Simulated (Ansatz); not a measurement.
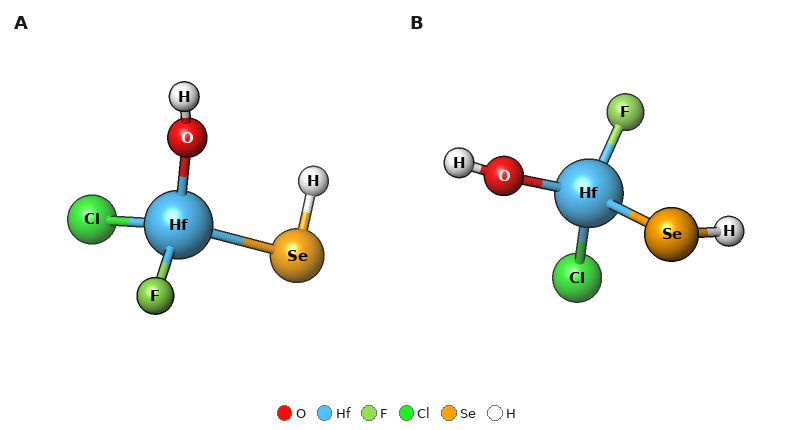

2 stationary structures of one formula. The species is neutral and a spin singlet. Geometries: PBE0-D4/def2-TZVP. Electronic energies: CCSD(T)/CBS (MP2 limit from def2-TZVPP and def2-QZVPP plus CCSD(T) − MP2) (Ansatz 0.2.0), without zero-point energy. No frequency run is at hand to confirm each as a minimum.

**How are they related?**

They are stereoisomers of ClFH2HfOSe: A `[OH][Hf@@]([F])([Cl])[SeH]`, B `[OH][Hf@]([F])([Cl])[SeH]`.

**Which is lowest in energy, and by how much?**

B is lowest (C1); A lies 0.022 eV above it (C1).
